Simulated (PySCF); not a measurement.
**C4H11NSi2: density, localisation and related maps**

Input file:

```
{"job": {"kind": "uv", "xc": "PBE0", "basis": "def2-SVPD", "nstates": 8, "ntriplets": 3}, "charge": 0, "multiplicity": 1}
C      3.793446     0.487818    -0.169663
C      2.771915     0.022052    -0.601248
Si     1.159445    -0.654149    -1.217080
Si    -0.637094     0.509236    -0.304997
C     -0.059193     1.971237     0.758420
N     -1.663185    -0.414677     0.733237
C     -2.292904    -1.638384     0.305893
H      4.694011     0.886804     0.202088
H      1.244264    -0.607397    -2.686737
H      1.194241    -2.084609    -0.854812
H     -1.551435     0.996992    -1.359144
H     -0.892089     2.478258     1.235131
H      0.460948     2.696410     0.141603
H      0.631348     1.657138     1.535704
H     -1.455332    -0.427946     1.720296
H     -2.609263    -1.523062    -0.729031
H     -3.174684    -1.843857     0.915575
H     -1.623199    -2.505547     0.363109
```

Run with:

```sh
OMP_NUM_THREADS=1 python probes_run.py task.json out
```

Geometry: GFN2-xTB.

Level of theory: PBE0/def2-SVPD, SCF density, gas phase in PySCF.

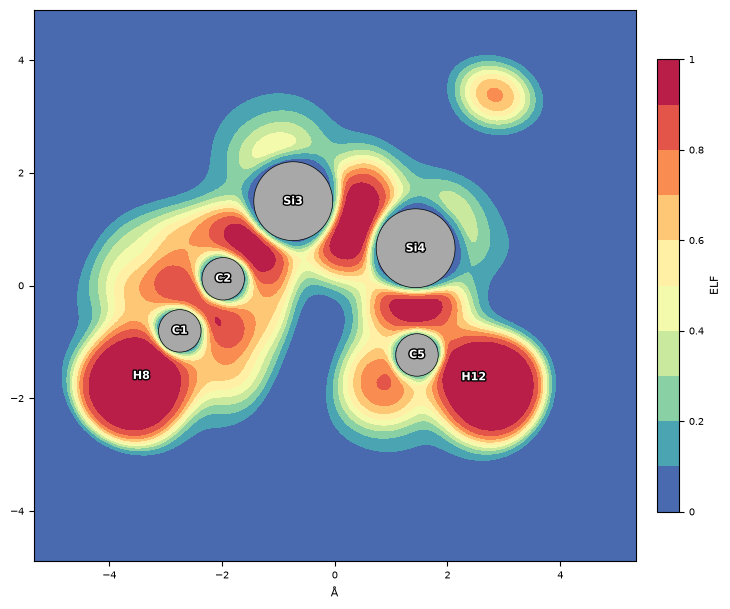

Figure 1. Electron localisation function on the plane of atoms C2, Si3 and Si4. Grey discs cover the atomic cores.

### Describe what can be read from this map.

- The plane passes through C, Si and H nuclei.
- C–C (1.20 Å): the ELF peaks at about 0.85 between the atoms (a short, multiple covalent bond).
- C–Si (1.85 Å): the ELF peaks at about 0.95 between the atoms: localised, covalent bonding.
- Si–Si (2.33 Å): the ELF peaks at about 1 between the atoms, as expected for a covalent bond.
- C–Si (1.90 Å): the ELF peaks at about 0.95 between the atoms; a covalent bond.

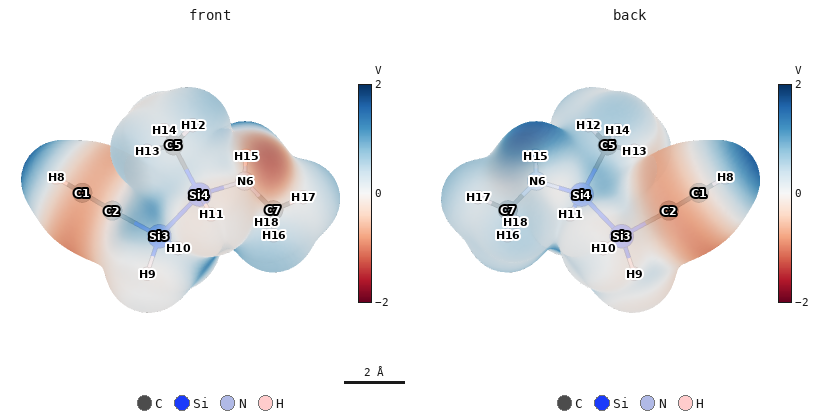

Figure 2. The molecular electrostatic potential painted on the density surface at 0.002 e/bohr³, seen from the front and from behind; the colour scale runs from red (negative) to blue (positive).

### Which sites attract a positive test charge, and which a negative one?

A positive charge is drawn to the negative regions and a negative charge to the positive ones. The most negative region (about −1.1 V) lies over N6, the most positive (about +1.6 V) over H8 and H15. N6 is the likeliest acceptor of a hydrogen bond.

### How polar is the molecule by this calculation?

Its dipole moment is 1.31 D.
